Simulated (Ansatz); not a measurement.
**CH3AlClFS: one change and its effect**

System: CH3AlClFS.
Method of the first run: RKS PBE0-D4/def2-TZVPP (Ansatz 0.2.0).

The geometry comes from this level: PBE0-D4/def2-TZVP. Text and figures count atoms from 1; the logs count them from 0 in places.

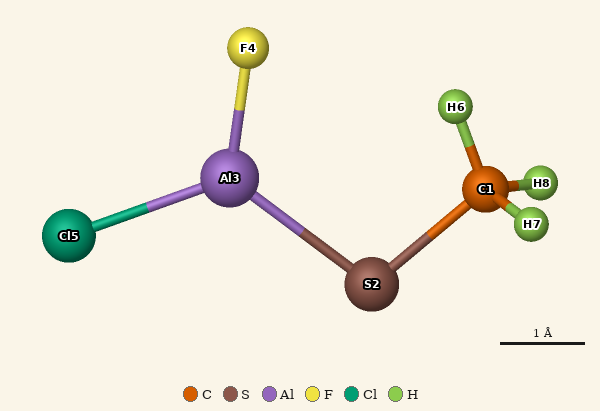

The structure (ball-and-stick view, seen at a tilt; atoms are numbered from 1 in the order of the input). Sticks mark near contacts. Bond lengths as drawn: Al–Cl 2.08 Å, Al–F 1.64 Å, Al–S 2.15 Å, C–H 1.09 Å and C–S 1.83 Å.

### Input file, the first run
```yaml
crystal:
  periodic: [false, false, false]
  atoms:
    - {symbol: C, position_ang: [0.034789, 1.398071, 0.280008]}
    - {symbol: S, position_ang: [-0.499251, 0.366265, -1.131148]}
    - {symbol: Al, position_ang: [-0.046089, -1.600494, -0.404083]}
    - {symbol: F, position_ang: [0.611252, -1.778814, 1.091809]}
    - {symbol: Cl, position_ang: [-0.418574, -3.289550, -1.550471]}
    - {symbol: H, position_ang: [0.427976, 0.798278, 1.098316]}
    - {symbol: H, position_ang: [0.806506, 2.081523, -0.070367]}
    - {symbol: H, position_ang: [-0.824508, 1.967722, 0.630036]}
basis:
  gaussian: {orbitals: def2-TZVPP}
hamiltonian: {xc: pbe0, dispersion: d4}
output: {orbitals: {seedname: orbitals}}
```

Hardware: 4 CPU threads, shared host.

### Output (the first run)
```
Functional definition: PBE0
  parameter a = 0.25
  parameter kappa = 0.804
  parameter beta = 0.06672455060314922
  exchange = (1 - a)*pbe_x(kappa = kappa, mu = beta*pi^2/3) + a*exact_x
  correlation = pbe_c(beta = beta)
1453 factors; their error is unknown
mean field evaluation 1: about -33745.0694 eV, gradient 5.4e1 eV
mean field evaluation 2: about -33739.4976 eV, gradient 7.9e1 eV
mean field evaluation 4: about -33750.6834 eV, gradient 2.9e0 eV
mean field evaluation 8: about -33750.6990 eV, gradient 3.9e-2 eV
mean field evaluation 16: about -33750.7554 eV, gradient 8.1e-5 eV
mean field -33750.75537490 eV, -1240.3173829438 hartree, gradient 8.1e-5 eV, S^2 0.000000; 0 other end points of the search recorded, 0 dependent functions left out
reference -33750.75540657 eV, -1240.3173841077 hartree; 32, 32 occupied and 198, 198 virtual orbitals, 1453 factors
Total energy: -33750.92724466 eV, -1240.3236990409 hartree
```

For the second run the input was changed thus:
```diff
-  gaussian: {orbitals: def2-TZVPP}
+  gaussian: {orbitals: def2-SVP}
```

Predict how the results change.

The total energy of the second run is 349.3 kcal/mol higher, which measures the change of basis and not a stability. The HOMO goes from −7.60 to −7.52 eV. The LUMO goes from −0.91 to −0.73 eV. The basis functions go from 230 to 97.

### Output (the second run)
```
Functional definition: PBE0
  parameter a = 0.25
  parameter kappa = 0.804
  parameter beta = 0.06672455060314922
  exchange = (1 - a)*pbe_x(kappa = kappa, mu = beta*pi^2/3) + a*exact_x
  correlation = pbe_c(beta = beta)
906 factors; integrals over basis functions are off by at most 9.9e-4 eV
mean field evaluation 1: about -33731.1639 eV, gradient 4.6e1 eV
mean field evaluation 2: about -33727.2328 eV, gradient 6.6e1 eV
mean field evaluation 4: about -33735.4541 eV, gradient 2.1e0 eV
mean field evaluation 8: about -33735.6071 eV, gradient 3.5e-1 eV
mean field evaluation 16: about -33735.6074 eV, gradient 2.5e-5 eV
mean field -33735.60742382 eV, -1239.7607060094 hartree, gradient 2.4e-5 eV, S^2 0.000000; 0 other end points of the search recorded, 0 dependent functions left out
reference -33735.60745264 eV, -1239.7607070686 hartree; 32, 32 occupied and 65, 65 virtual orbitals, 906 factors
Total energy: -33735.77929073 eV, -1239.7670220018 hartree
```

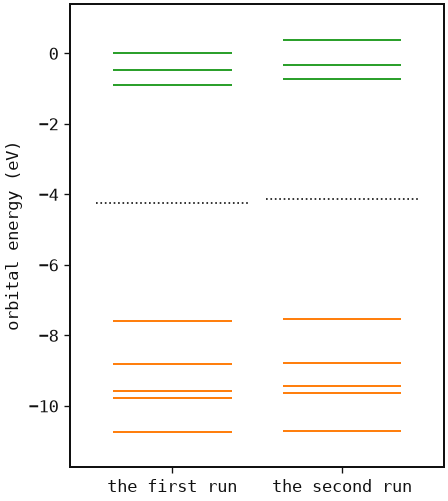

The five highest filled and three lowest empty orbital energies of the two runs; the dotted lines part filled from empty levels. The HOMO–LUMO gap is 6.69 eV in the first run and 6.79 eV in the second run.

### The two runs side by side

```csv
quantity,the first run,the second run
outcome,converged,converged
total energy (hartree),−1240.323699,−1239.767022
HOMO (eV),−7.60,−7.52
LUMO (eV),−0.91,−0.73
basis functions,230,97
wall time (shared host),15 s,1.8 s
```
